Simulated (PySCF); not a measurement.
## A study: C2H7Sb, SMILES `C[SbH]C`

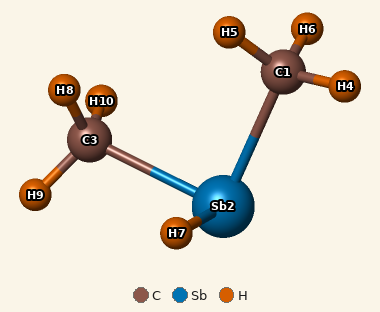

The molecule, with its atoms numbered as below. No frequency check shows the geometry to be a minimum.

Cartesian coordinates (Å):

```
C1      -1.5755    1.0816   -0.0072
Sb2      0.0000   -0.4009    0.0357
C3       1.5754    1.0817   -0.0072
H4      -2.5166    0.6131   -0.2702
H5      -1.3409    1.8504   -0.7347
H6      -1.6735    1.5344    0.9733
H7       0.0001   -0.5306   -1.6697
H8       1.3408    1.8505   -0.7347
H9       2.5166    0.6133   -0.2702
H10      1.6734    1.5346    0.9733
```

### 1. Bonding charge

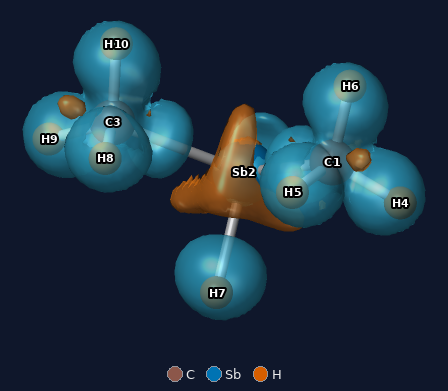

Deformation density (molecule less spherical, spin-averaged free atoms at the same positions), surfaces at ±0.07 e/Å³; light blue: gain, orange: loss.

Method: PBE/def2-TZVP; geometry: GFN2-xTB; program: PySCF. Core potentials replace the inner electrons of Sb; spin–orbit coupling isn't included.

How much density has each bond gained at its critical point, relative to the free atoms?

Answer. C1–H5 and C3–H8: +0.67 e/Å³ at the bond critical point (bond length 1.08 Å, Mayer order 0.9). C1–H4 and C3–H9: +0.67 e/Å³ at the bond critical point (bond length 1.08 Å, Mayer order 1.0). C1–H6 and C3–H10: +0.66 e/Å³ at the bond critical point (bond length 1.08 Å, Mayer order 1.0). Sb2–H7: +0.19 e/Å³ at the bond critical point (bond length 1.71 Å, Mayer order 1.0). Sb2–C3 and C1–Sb2: +0.14 e/Å³ at the bond critical point (bond length 2.16 Å, Mayer order 1.0). In all, 2.0 electrons gather in the regions of gain relative to the promolecule. A small or negative value marks a very polar bond, one between electron-rich atoms, whose free-atom densities already overlap strongly, a long bond to a heavier atom, or a closed-shell contact such as a hydrogen bond.

Where do the Hirshfeld charges lie?

Answer. The highest Hirshfeld charge is on Sb2 (+0.26 e), the lowest on C1 and C3 (−0.19 e).

| atom | charge (e) |
| --- | --- |
| C1 | −0.19 |
| Sb2 | +0.26 |
| C3 | −0.19 |
| H4 | +0.03 |
| H5 | +0.04 |
| H6 | +0.03 |
| H7 | −0.08 |
| H8 | +0.04 |
| H9 | +0.03 |
| H10 | +0.03 |

### 2. Bond critical points

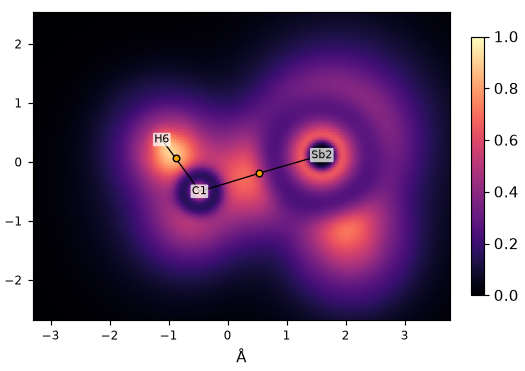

Localised orbital locator (LOL) in the plane of C1, Sb2 and H6, with bond paths and bond critical points (dots).

What values does LOL take at the bond critical points in this plane?

Answer. C1–H6: about 0.88; C1–Sb2: about 0.54. Values above 0.5 mark slow, localised electrons, as in shared pairs; low values at a critical point mark a polar or closed-shell contact whose critical point lies between the shells.

Where along C1–H6 does the critical point lie?

Answer. 0.69 Å from C1 and 0.39 Å from H6.

### 3. Local ionisation energy

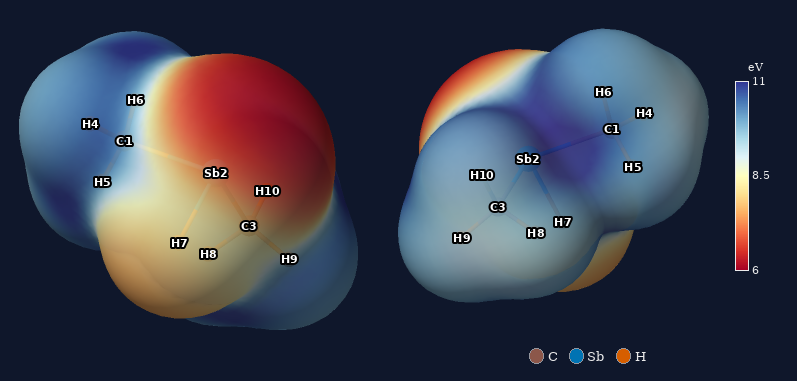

Average local ionisation energy on the surface of electron density 0.001 a.u. (back view left, front view right).

Locate the minima of the map.

Answer. The lowest value is 6.1 eV, 2.6 Å from Sb2. Further minima include 7.5 eV, 1.5 Å from H7; 9.1 eV, near H5 (1.85 Å), H6 (1.92 Å), H4 (1.99 Å) and C1 (1.99 Å), and at like points elsewhere. For comparison, the highest occupied orbital lies at −5.8 eV.

What volume does the surface enclose, and what is the dipole moment?

Answer. About 118 Å³; the dipole moment is 0.7 D.

### 4. In an electric field

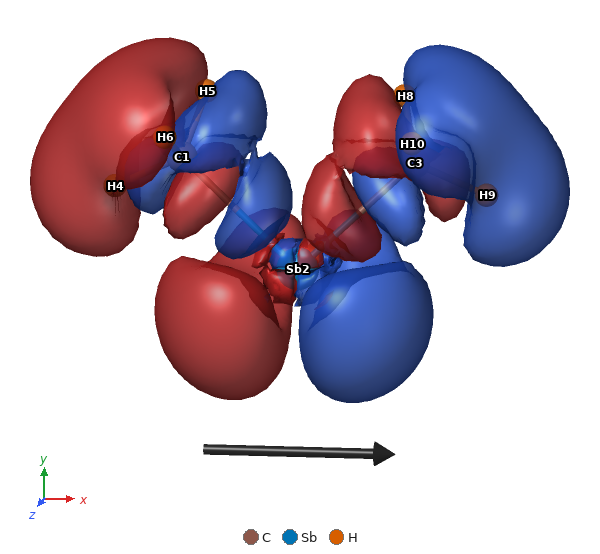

Change of the electron density in a uniform field of 0.21 V/Å along +x (arrow), surfaces at ±0.001 e/Å³ (red: gain, blue: loss).

Computed with PySCF, PBE/def2-TZVP, geometry: GFN2-xTB. Core potentials replace the inner electrons of Sb; spin–orbit coupling isn't included. A basis without diffuse functions makes polarisabilities too small.

How large is the response?

Answer. The induced dipole is 0.78 D (along the field); α along this axis, from the fields in both directions, is 77 bohr³ (11.4 Å³).

Which atoms gain and lose the most charge?

Answer. Electrons gather most on H4 (Hirshfeld charge changes by −0.010 e) and leave H9 most (+0.010 e); 0.062 electrons are displaced in all.

### 5. Removing or adding an electron

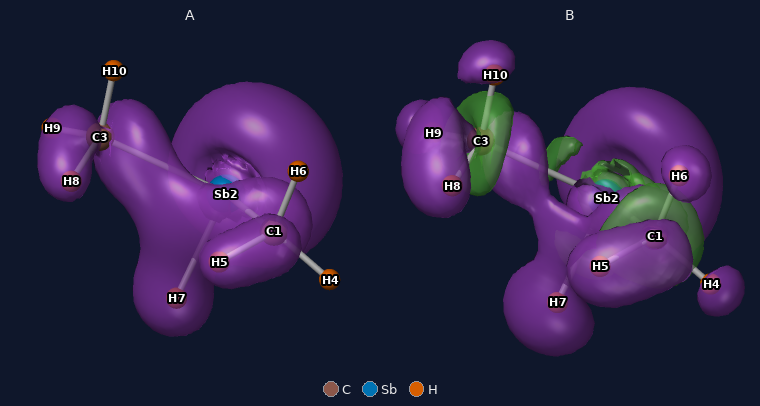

The Fukui function f⁻ from two separate SCF calculations and the density of the HOMO, at ±0.02 e/Å³ (purple positive, green negative).

Level of theory: PBE/def2-TZVP (PySCF), at a geometry from GFN2-xTB. Core potentials replace the inner electrons of Sb; spin–orbit coupling isn't included.

Which panel is which, and how good is the frozen-orbital picture?

Answer. B is f⁻ (it has negative regions), A the HOMO density. The HOMO lies on Sb2 (66 %), C1 and C3 (9 % each) and H7 (7 %); f⁻ (Hirshfeld-condensed) is largest on Sb2 (0.47); the vertical ionisation energy is 8.74 eV (the stability of the cation's solution wasn't checked). Relaxation shifts 23 % of the electron between atoms. The orbital energy is −5.76 eV.
